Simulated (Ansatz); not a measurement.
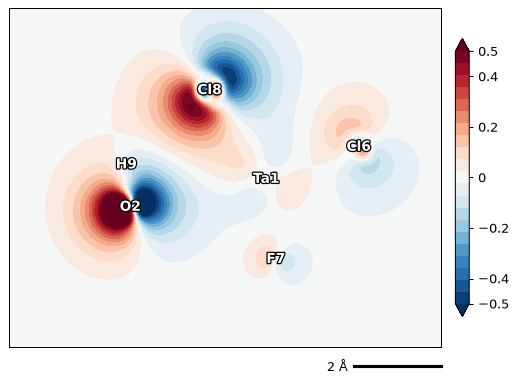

Figure. Cl2F3Ta···H2O. One frontier orbital on the plane of atoms Cl6, Ta1 and Cl8 (values in Å⁻³ᐟ²; the overall sign is arbitrary).

Core potentials replace the inner electrons of Ta; not at a stationary point (largest force 1.4 eV/Å).

The calculation used RKS PBE0/def2-SVP (Ansatz).

Input

```
crystal:
  periodic: [false, false, false]
  atoms:
    - { symbol: Ta, position_ang: [0.0, 0.0, 0.0] }
    - { symbol: O, position_ang: [2.37, 0.0, 0.0] }
    - { symbol: H, position_ang: [2.7071, -0.5308, 0.7903] }
    - { symbol: F, position_ang: [0.0, 0.0, 1.93] }
    - { symbol: F, position_ang: [0.0, 0.0, -1.93] }
    - { symbol: Cl, position_ang: [-1.235, 2.139, 0.0] }
    - { symbol: F, position_ang: [-0.965, -1.6714, 0.0] }
    - { symbol: Cl, position_ang: [0.8734, 2.3395, -1.1987] }
    - { symbol: H, position_ang: [2.1134, 1.2094, -0.6197] }
basis:
  gaussian: { orbitals: def2-SVP }
hamiltonian:
  xc: pbe0
relax:
  f_tol: 0.15
  max_steps: 25
  restrain:
    - { distance: [0, 7], at: 2.47, k: 30.0 }
    - { distance: [8, 1], at: 1.01, k: 30.0 }
    - { distance: [0, 1], at: 3.22, k: 30.0 }
    - { distance: [8, 7], at: 2.57, k: 30.0 }
output:
  orbitals: {}
```

Run with:

```sh
ansatz run input.yaml --threads 4 --pin off --max-ram 5120MiB --backend cpu --events-out ev --progress --plain --runs-dir out
```

The fields are those of the run's last geometry, not of the input's.

Which orbital is it: HOMO or LUMO?

The HOMO, at −9.28 eV. It lies mainly on O2 (about 45 %) and Cl8 (about 45 %); largely a combination of lone pairs on O2 and Cl8.
